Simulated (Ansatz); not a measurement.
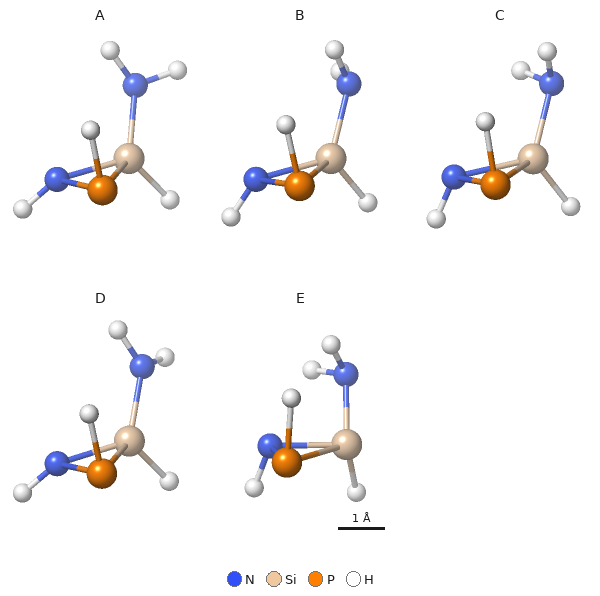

5 geometries from one relaxation of SiPN$_{2}$H$_{5}$, in shuffled order. Style: ball-and-stick. Shown from a free direction.

The run prepares an end point of a later path (torsion) calculation, from a guessed geometry.

Level of theory: RKS PBE/def2-SVP (Ansatz 0.2.0). Settings: no spin polarisation; force threshold 0.015 eV/Å; at most 40 steps.

Order the frames from highest to lowest energy.

Answer. E, C, B, D, A. They are steps 0, 3, 8, 16, 25, at +51.2 kcal/mol, +4.04 kcal/mol, +1.69 kcal/mol, +0.81 kcal/mol relative to the last. After 21 accepted moves (25 points after the start) the energy has fallen by 51.2 kcal/mol. The largest force component goes from 6.4 to 0.0091 eV/Å. The line search rejected the trial steps at points 6, 11, 13, 19 of the run. An H atom moves most after the best rigid fit: 1.47 Å. By element the largest moves are H 1.47 Å, N 0.49 Å, Si 0.43 Å, P 0.43 Å. Among the contacts that change: N–P 1.653 → 1.831 Å, N–Si 1.621 → 1.730 Å, H–N 1.084 → 1.022 Å, N–Si 1.676 → 1.714 Å. Among the angles between lasting bonds that change: Si–N–H 106.5° → 138.9°, N–Si–N 92.5° → 115.9°, N–Si–H 101.8° → 123.4°.
